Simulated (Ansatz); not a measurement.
Base system: Rb2GeF6 (space group Fm-3m, No. 225; a = 8.536 Å; a cell from a computed database, its experimental status unchecked).

It is then changed as follows: full substitution Rb → Li, then cell and atoms are relaxed.

Calculations: PBEsol (Ansatz, an electronic-structure program, PAW, scalar-relativistic without spin-orbit coupling).

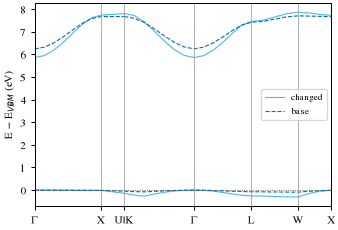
Figure: Highest valence and lowest conduction band along the path, each from its own valence-band maximum

Question: Read the changed gap and its character from the plot.

Answer: About 5.9 eV, direct at Γ.

Whether these cells are dynamically stable was not tested. As relaxed here, Li2GeF6 is a hypothetical phase, not in the database extracts checked.
